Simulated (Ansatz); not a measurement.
**Molecular dynamics of ZrHCl2OF (part 1 of 4)**

The run: molecular dynamics of ZrHCl2OF. Method and program: RHF/def2-SVP (Ansatz 0.2.0).

It belongs to a series of runs on one base structure; here: dynamics from the start.

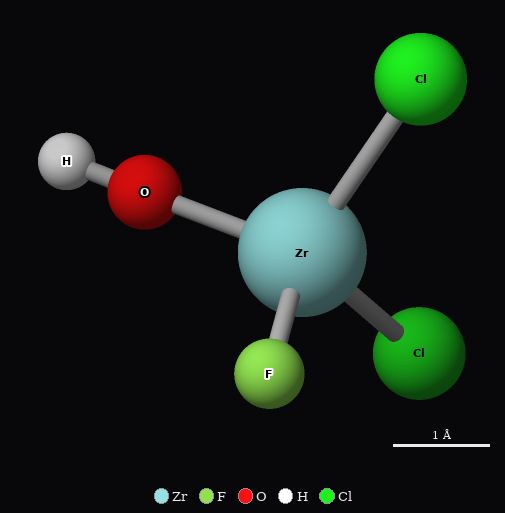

**Figure 1.** The structure as given in the input (ball-and-stick view, seen at a tilt). Sticks mark near contacts.

## Results in brief

```tsv
quantity	value
outcome	finished
mean temperature over the second half	78 K
trajectory	150 steps, 75 fs
ensemble	nve
temperature in the input	200.0 K
time step	0.5 fs
potential energy (last step)	−31029.3784 eV
mean-field energy (last step)	−31029.3784 eV
largest force (length of the vector) (last step)	1.632 eV/Å
hardware	1 thread of Arm Neoverse V1, 24 GiB of memory available, shared host
wall time	5.9 min
peak memory	0.2 GiB
```

So short a trajectory is not equilibrated.

## Input file
```yaml
crystal:
  periodic: [false, false, false]
  atoms:
    - { symbol: Zr, position_ang: [-0.063113, -0.107146, -0.003516] }
    - { symbol: F, position_ang: [-0.054607, -0.026551, 1.892105] }
    - { symbol: O, position_ang: [1.710072, -0.338293, -0.606741] }
    - { symbol: H, position_ang: [2.591151, -0.454247, -0.919608] }
    - { symbol: Cl, position_ang: [-0.944325, 1.92919, -0.861596] }
    - { symbol: Cl, position_ang: [-1.392578, -1.955053, -0.694343] }
basis:
  gaussian: { orbitals: def2-SVP }
hamiltonian:
  xc: hf
md:
  timestep: 0.5
  n_steps: 150
  ensemble: nve
  temperature: 200.0
  initial_velocities: maxwell_boltzmann
  seed: 869297
```

Run as:
```bash
ansatz run input.yaml --threads 1 --pin off --max-ram 2048MiB --backend cpu --events-out ev --progress --plain --runs-dir out
```

## What the program printed
```
Engine: ansatz 0.2.0, aarch64-unknown-linux-gnu
Functional definition: HF
  exchange = exact_x
  correlation = 0
1023 factors; integrals over basis functions are off by at most 3.0e-4 eV
mean field evaluation 1: about -31024.1525 eV, gradient 5.1e1 eV
mean field evaluation 2: about -31024.2371 eV, gradient 5.1e1 eV
mean field evaluation 4: about -31029.3880 eV, gradient 2.1e0 eV
mean field evaluation 8: about -31029.4278 eV, gradient 1.6e-1 eV
mean field -31029.42790381 eV, -1140.3104429634 hartree, gradient 8.9e-5 eV, S^2 0.000000; 0 other end points of the search recorded, 0 dependent functions left out
the calculation of the forces begins
reference -31029.42790381 eV, -1140.3104429634 hartree; 32, 32 occupied and 68, 68 virtual orbitals, 1023 factors
md step     0: t =     0.00 fs  T =   200.0 K  F+E_penalty+E_count = -31029.42790381 eV  E_kin = 0.103408 eV  conserved = -31029.32449581 eV  (37 SCF iters)
these checks for a lower state are left out or cut short: starts, cluster_reference, orbital_swaps, neighbouring_geometries, increment
1023 factors; integrals over basis functions are off by at most 3.0e-4 eV
mean field evaluation 16: about -31029.4255 eV, gradient 1.5e-3 eV
mean field -31029.42556636 eV, -1140.3103570638 hartree, gradient 1.2e-5 eV, S^2 0.000000; 0 other end points of the search recorded, 0 dependent functions left out
the calculation of the forces begins
reference -31029.42556636 eV, -1140.3103570638 hartree; 32, 32 occupied and 68, 68 virtual orbitals, 1023 factors
md step     1: t =     0.50 fs  T =   195.7 K  F+E_penalty+E_count = -31029.42556636 eV  E_kin = 0.101169 eV  conserved = -31029.32439764 eV  (39 SCF iters)
[... from here on the SCF iterations and repeated set-up lines of each step are left out, up to the last step ...]
md step     2: t =     1.00 fs  T =   185.1 K  F+E_penalty+E_count = -31029.41989894 eV  E_kin = 0.095699 eV  conserved = -31029.32420036 eV  (40 SCF iters)
md step     3: t =     1.50 fs  T =   173.9 K  F+E_penalty+E_count = -31029.41391265 eV  E_kin = 0.089894 eV  conserved = -31029.32401818 eV  (40 SCF iters)
md step     4: t =     2.00 fs  T =   167.3 K  F+E_penalty+E_count = -31029.41043111 eV  E_kin = 0.086490 eV  conserved = -31029.32394072 eV  (40 SCF iters)
md step     5: t =     2.50 fs  T =   167.6 K  F+E_penalty+E_count = -31029.41066356 eV  E_kin = 0.086661 eV  conserved = -31029.32400271 eV  (40 SCF iters)
md step     6: t =     3.00 fs  T =   173.0 K  F+E_penalty+E_count = -31029.41364371 eV  E_kin = 0.089468 eV  conserved = -31029.32417579 eV  (40 SCF iters)
md step     7: t =     3.50 fs  T =   178.5 K  F+E_penalty+E_count = -31029.41668947 eV  E_kin = 0.092315 eV  conserved = -31029.32437478 eV  (39 SCF iters)
md step     8: t =     4.00 fs  T =   178.5 K  F+E_penalty+E_count = -31029.41676334 eV  E_kin = 0.092278 eV  conserved = -31029.32448498 eV  (39 SCF iters)
md step     9: t =     4.50 fs  T =   169.9 K  F+E_penalty+E_count = -31029.41225336 eV  E_kin = 0.087832 eV  conserved = -31029.32442110 eV  (39 SCF iters)
md step    10: t =     5.00 fs  T =   154.8 K  F+E_penalty+E_count = -31029.40423283 eV  E_kin = 0.080033 eV  conserved = -31029.32420013 eV  (39 SCF iters)
md step    11: t =     5.50 fs  T =   139.6 K  F+E_penalty+E_count = -31029.39612462 eV  E_kin = 0.072161 eV  conserved = -31029.32396316 eV  (38 SCF iters)
md step    12: t =     6.00 fs  T =   130.8 K  F+E_penalty+E_count = -31029.39153367 eV  E_kin = 0.067648 eV  conserved = -31029.32388528 eV  (39 SCF iters)
md step    13: t =     6.50 fs  T =   130.8 K  F+E_penalty+E_count = -31029.39163869 eV  E_kin = 0.067613 eV  conserved = -31029.32402558 eV  (39 SCF iters)
md step    14: t =     7.00 fs  T =   135.5 K  F+E_penalty+E_count = -31029.39432150 eV  E_kin = 0.070050 eV  conserved = -31029.32427173 eV  (38 SCF iters)
md step    15: t =     7.50 fs  T =   138.1 K  F+E_penalty+E_count = -31029.39582436 eV  E_kin = 0.071381 eV  conserved = -31029.32444344 eV  (39 SCF iters)
md step    16: t =     8.00 fs  T =   133.5 K  F+E_penalty+E_count = -31029.39345348 eV  E_kin = 0.069015 eV  conserved = -31029.32443799 eV  (38 SCF iters)
md step    17: t =     8.50 fs  T =   121.7 K  F+E_penalty+E_count = -31029.38719509 eV  E_kin = 0.062915 eV  conserved = -31029.32427988 eV  (38 SCF iters)
md step    18: t =     9.00 fs  T =   107.0 K  F+E_penalty+E_count = -31029.37941509 eV  E_kin = 0.055342 eV  conserved = -31029.32407313 eV  (38 SCF iters)
md step    19: t =     9.50 fs  T =    95.5 K  F+E_penalty+E_count = -31029.37328844 eV  E_kin = 0.049361 eV  conserved = -31029.32392786 eV  (62 SCF iters)
md step    20: t =    10.00 fs  T =    91.2 K  F+E_penalty+E_count = -31029.37107138 eV  E_kin = 0.047159 eV  conserved = -31029.32391203 eV  (38 SCF iters)
md step    21: t =    10.50 fs  T =    94.7 K  F+E_penalty+E_count = -31029.37301101 eV  E_kin = 0.048979 eV  conserved = -31029.32403233 eV  (38 SCF iters)
md step    22: t =    11.00 fs  T =   102.5 K  F+E_penalty+E_count = -31029.37723713 eV  E_kin = 0.053004 eV  conserved = -31029.32423277 eV  (38 SCF iters)
md step    23: t =    11.50 fs  T =   108.8 K  F+E_penalty+E_count = -31029.38066483 eV  E_kin = 0.056256 eV  conserved = -31029.32440910 eV  (38 SCF iters)
md step    24: t =    12.00 fs  T =   108.7 K  F+E_penalty+E_count = -31029.38064091 eV  E_kin = 0.056191 eV  conserved = -31029.32445020 eV  (39 SCF iters)
md step    25: t =    12.50 fs  T =   101.2 K  F+E_penalty+E_count = -31029.37663848 eV  E_kin = 0.052330 eV  conserved = -31029.32430889 eV  (39 SCF iters)
md step    26: t =    13.00 fs  T =    90.6 K  F+E_penalty+E_count = -31029.37090975 eV  E_kin = 0.046848 eV  conserved = -31029.32406135 eV  (39 SCF iters)
md step    27: t =    13.50 fs  T =    83.9 K  F+E_penalty+E_count = -31029.36725756 eV  E_kin = 0.043375 eV  conserved = -31029.32388233 eV  (39 SCF iters)
md step    28: t =    14.00 fs  T =    86.0 K  F+E_penalty+E_count = -31029.36839634 eV  E_kin = 0.044485 eV  conserved = -31029.32391139 eV  (39 SCF iters)
md step    29: t =    14.50 fs  T =    96.2 K  F+E_penalty+E_count = -31029.37388557 eV  E_kin = 0.049759 eV  conserved = -31029.32412661 eV  (39 SCF iters)
md step    30: t =    15.00 fs  T =   108.5 K  F+E_penalty+E_count = -31029.38045171 eV  E_kin = 0.056086 eV  conserved = -31029.32436533 eV  (39 SCF iters)
md step    31: t =    15.50 fs  T =   115.9 K  F+E_penalty+E_count = -31029.38440365 eV  E_kin = 0.059936 eV  conserved = -31029.32446782 eV  (39 SCF iters)
md step    32: t =    16.00 fs  T =   115.4 K  F+E_penalty+E_count = -31029.38406707 eV  E_kin = 0.059677 eV  conserved = -31029.32438957 eV  (39 SCF iters)
md step    33: t =    16.50 fs  T =   109.0 K  F+E_penalty+E_count = -31029.38053818 eV  E_kin = 0.056338 eV  conserved = -31029.32420009 eV  (39 SCF iters)
md step    34: t =    17.00 fs  T =   101.9 K  F+E_penalty+E_count = -31029.37668132 eV  E_kin = 0.052667 eV  conserved = -31029.32401388 eV  (38 SCF iters)
md step    35: t =    17.50 fs  T =    99.5 K  F+E_penalty+E_count = -31029.37536574 eV  E_kin = 0.051440 eV  conserved = -31029.32392560 eV  (40 SCF iters)
md step    36: t =    18.00 fs  T =   104.4 K  F+E_penalty+E_count = -31029.37796270 eV  E_kin = 0.053986 eV  conserved = -31029.32397642 eV  (40 SCF iters)
md step    37: t =    18.50 fs  T =   115.1 K  F+E_penalty+E_count = -31029.38367982 eV  E_kin = 0.059535 eV  conserved = -31029.32414440 eV  (40 SCF iters)
md step    38: t =    19.00 fs  T =   126.8 K  F+E_penalty+E_count = -31029.38991622 eV  E_kin = 0.065567 eV  conserved = -31029.32434944 eV  (39 SCF iters)
md step    39: t =    19.50 fs  T =   133.6 K  F+E_penalty+E_count = -31029.39354290 eV  E_kin = 0.069065 eV  conserved = -31029.32447806 eV  (38 SCF iters)
md step    40: t =    20.00 fs  T =   132.0 K  F+E_penalty+E_count = -31029.39267083 eV  E_kin = 0.068232 eV  conserved = -31029.32443861 eV  (38 SCF iters)
md step    41: t =    20.50 fs  T =   123.4 K  F+E_penalty+E_count = -31029.38801374 eV  E_kin = 0.063779 eV  conserved = -31029.32423444 eV  (38 SCF iters)
md step    42: t =    21.00 fs  T =   113.7 K  F+E_penalty+E_count = -31029.38275770 eV  E_kin = 0.058763 eV  conserved = -31029.32399465 eV  (39 SCF iters)
md step    43: t =    21.50 fs  T =   109.6 K  F+E_penalty+E_count = -31029.38056342 eV  E_kin = 0.056666 eV  conserved = -31029.32389704 eV  (39 SCF iters)
md step    44: t =    22.00 fs  T =   113.9 K  F+E_penalty+E_count = -31029.38291049 eV  E_kin = 0.058892 eV  conserved = -31029.32401830 eV  (39 SCF iters)
md step    45: t =    22.50 fs  T =   123.2 K  F+E_penalty+E_count = -31029.38796128 eV  E_kin = 0.063698 eV  conserved = -31029.32426344 eV  (39 SCF iters)
md step    46: t =    23.00 fs  T =   130.6 K  F+E_penalty+E_count = -31029.39196529 eV  E_kin = 0.067512 eV  conserved = -31029.32445332 eV  (39 SCF iters)
md step    47: t =    23.50 fs  T =   130.5 K  F+E_penalty+E_count = -31029.39194415 eV  E_kin = 0.067472 eV  conserved = -31029.32447192 eV  (39 SCF iters)
md step    48: t =    24.00 fs  T =   122.2 K  F+E_penalty+E_count = -31029.38750049 eV  E_kin = 0.063171 eV  conserved = -31029.32432991 eV  (40 SCF iters)
md step    49: t =    24.50 fs  T =   109.5 K  F+E_penalty+E_count = -31029.38073397 eV  E_kin = 0.056609 eV  conserved = -31029.32412455 eV  (40 SCF iters)
md step    50: t =    25.00 fs  T =    98.3 K  F+E_penalty+E_count = -31029.37478200 eV  E_kin = 0.050815 eV  conserved = -31029.32396747 eV  (40 SCF iters)
md step    51: t =    25.50 fs  T =    93.1 K  F+E_penalty+E_count = -31029.37207938 eV  E_kin = 0.048147 eV  conserved = -31029.32393208 eV  (63 SCF iters)
md step    52: t =    26.00 fs  T =    95.0 K  F+E_penalty+E_count = -31029.37317773 eV  E_kin = 0.049145 eV  conserved = -31029.32403319 eV  (40 SCF iters)
md step    53: t =    26.50 fs  T =   101.1 K  F+E_penalty+E_count = -31029.37650507 eV  E_kin = 0.052281 eV  conserved = -31029.32422361 eV  (40 SCF iters)
md step    54: t =    27.00 fs  T =   105.8 K  F+E_penalty+E_count = -31029.37912678 eV  E_kin = 0.054721 eV  conserved = -31029.32440581 eV  (40 SCF iters)
md step    55: t =    27.50 fs  T =   104.1 K  F+E_penalty+E_count = -31029.37829038 eV  E_kin = 0.053822 eV  conserved = -31029.32446806 eV  (40 SCF iters)
md step    56: t =    28.00 fs  T =    94.4 K  F+E_penalty+E_count = -31029.37313972 eV  E_kin = 0.048789 eV  conserved = -31029.32435042 eV  (39 SCF iters)
md step    57: t =    28.50 fs  T =    80.2 K  F+E_penalty+E_count = -31029.36556868 eV  E_kin = 0.041459 eV  conserved = -31029.32410919 eV  (39 SCF iters)
md step    58: t =    29.00 fs  T =    68.4 K  F+E_penalty+E_count = -31029.35929372 eV  E_kin = 0.035386 eV  conserved = -31029.32390797 eV  (39 SCF iters)
md step    59: t =    29.50 fs  T =    64.7 K  F+E_penalty+E_count = -31029.35737022 eV  E_kin = 0.033471 eV  conserved = -31029.32389918 eV  (39 SCF iters)
md step    60: t =    30.00 fs  T =    69.3 K  F+E_penalty+E_count = -31029.35993198 eV  E_kin = 0.035843 eV  conserved = -31029.32408869 eV  (39 SCF iters)
md step    61: t =    30.50 fs  T =    76.9 K  F+E_penalty+E_count = -31029.36410540 eV  E_kin = 0.039775 eV  conserved = -31029.32433030 eV  (38 SCF iters)
md step    62: t =    31.00 fs  T =    80.7 K  F+E_penalty+E_count = -31029.36617675 eV  E_kin = 0.041720 eV  conserved = -31029.32445654 eV  (40 SCF iters)
md step    63: t =    31.50 fs  T =    76.8 K  F+E_penalty+E_count = -31029.36412914 eV  E_kin = 0.039727 eV  conserved = -31029.32440252 eV  (40 SCF iters)
md step    64: t =    32.00 fs  T =    66.7 K  F+E_penalty+E_count = -31029.35869690 eV  E_kin = 0.034475 eV  conserved = -31029.32422212 eV  (40 SCF iters)
md step    65: t =    32.50 fs  T =    55.3 K  F+E_penalty+E_count = -31029.35260712 eV  E_kin = 0.028581 eV  conserved = -31029.32402587 eV  (40 SCF iters)
md step    66: t =    33.00 fs  T =    48.3 K  F+E_penalty+E_count = -31029.34888750 eV  E_kin = 0.024974 eV  conserved = -31029.32391361 eV  (40 SCF iters)
md step    67: t =    33.50 fs  T =    49.0 K  F+E_penalty+E_count = -31029.34928620 eV  E_kin = 0.025350 eV  conserved = -31029.32393647 eV  (40 SCF iters)
md step    68: t =    34.00 fs  T =    56.8 K  F+E_penalty+E_count = -31029.35344680 eV  E_kin = 0.029363 eV  conserved = -31029.32408413 eV  (40 SCF iters)
md step    69: t =    34.50 fs  T =    67.3 K  F+E_penalty+E_count = -31029.35907493 eV  E_kin = 0.034788 eV  conserved = -31029.32428708 eV  (40 SCF iters)
md step    70: t =    35.00 fs  T =    74.7 K  F+E_penalty+E_count = -31029.36305356 eV  E_kin = 0.038617 eV  conserved = -31029.32443625 eV  (40 SCF iters)
md step    71: t =    35.50 fs  T =    74.9 K  F+E_penalty+E_count = -31029.36315300 eV  E_kin = 0.038721 eV  conserved = -31029.32443151 eV  (39 SCF iters)
md step    72: t =    36.00 fs  T =    68.2 K  F+E_penalty+E_count = -31029.35953918 eV  E_kin = 0.035286 eV  conserved = -31029.32425367 eV  (39 SCF iters)
md step    73: t =    36.50 fs  T =    59.9 K  F+E_penalty+E_count = -31029.35499188 eV  E_kin = 0.030983 eV  conserved = -31029.32400911 eV  (39 SCF iters)
md step    74: t =    37.00 fs  T =    56.8 K  F+E_penalty+E_count = -31029.35324163 eV  E_kin = 0.029366 eV  conserved = -31029.32387547 eV  (39 SCF iters)
md step    75: t =    37.50 fs  T =    62.6 K  F+E_penalty+E_count = -31029.35630628 eV  E_kin = 0.032348 eV  conserved = -31029.32395834 eV  (39 SCF iters)
md step    76: t =    38.00 fs  T =    74.9 K  F+E_penalty+E_count = -31029.36293355 eV  E_kin = 0.038740 eV  conserved = -31029.32419395 eV  (39 SCF iters)
md step    77: t =    38.50 fs  T =    87.3 K  F+E_penalty+E_count = -31029.36954087 eV  E_kin = 0.045132 eV  conserved = -31029.32440860 eV  (39 SCF iters)
md step    78: t =    39.00 fs  T =    93.5 K  F+E_penalty+E_count = -31029.37280498 eV  E_kin = 0.048339 eV  conserved = -31029.32446600 eV  (38 SCF iters)
md step    79: t =    39.50 fs  T =    91.7 K  F+E_penalty+E_count = -31029.37175758 eV  E_kin = 0.047405 eV  conserved = -31029.32435271 eV  (40 SCF iters)
md step    80: t =    40.00 fs  T =    84.9 K  F+E_penalty+E_count = -31029.36806522 eV  E_kin = 0.043911 eV  conserved = -31029.32415445 eV  (40 SCF iters)
md step    81: t =    40.50 fs  T =    78.9 K  F+E_penalty+E_count = -31029.36475990 eV  E_kin = 0.040776 eV  conserved = -31029.32398437 eV  (40 SCF iters)
md step    82: t =    41.00 fs  T =    78.4 K  F+E_penalty+E_count = -31029.36447993 eV  E_kin = 0.040554 eV  conserved = -31029.32392591 eV  (40 SCF iters)
md step    83: t =    41.50 fs  T =    85.4 K  F+E_penalty+E_count = -31029.36813743 eV  E_kin = 0.044131 eV  conserved = -31029.32400623 eV  (63 SCF iters)
md step    84: t =    42.00 fs  T =    97.3 K  F+E_penalty+E_count = -31029.37447895 eV  E_kin = 0.050289 eV  conserved = -31029.32418999 eV  (40 SCF iters)
md step    85: t =    42.50 fs  T =   108.8 K  F+E_penalty+E_count = -31029.38065739 eV  E_kin = 0.056270 eV  conserved = -31029.32438743 eV  (40 SCF iters)
md step    86: t =    43.00 fs  T =   114.5 K  F+E_penalty+E_count = -31029.38366183 eV  E_kin = 0.059177 eV  conserved = -31029.32448460 eV  (39 SCF iters)
md step    87: t =    43.50 fs  T =   111.5 K  F+E_penalty+E_count = -31029.38208038 eV  E_kin = 0.057676 eV  conserved = -31029.32440478 eV  (39 SCF iters)
md step    88: t =    44.00 fs  T =   102.6 K  F+E_penalty+E_count = -31029.37722224 eV  E_kin = 0.053043 eV  conserved = -31029.32417888 eV  (38 SCF iters)
md step    89: t =    44.50 fs  T =    94.0 K  F+E_penalty+E_count = -31029.37257309 eV  E_kin = 0.048616 eV  conserved = -31029.32395668 eV  (39 SCF iters)
md step    90: t =    45.00 fs  T =    92.1 K  F+E_penalty+E_count = -31029.37150578 eV  E_kin = 0.047600 eV  conserved = -31029.32390620 eV  (39 SCF iters)
md step    91: t =    45.50 fs  T =    98.1 K  F+E_penalty+E_count = -31029.37478250 eV  E_kin = 0.050715 eV  conserved = -31029.32406767 eV  (38 SCF iters)
md step    92: t =    46.00 fs  T =   107.6 K  F+E_penalty+E_count = -31029.37996175 eV  E_kin = 0.055646 eV  conserved = -31029.32431584 eV  (39 SCF iters)
```
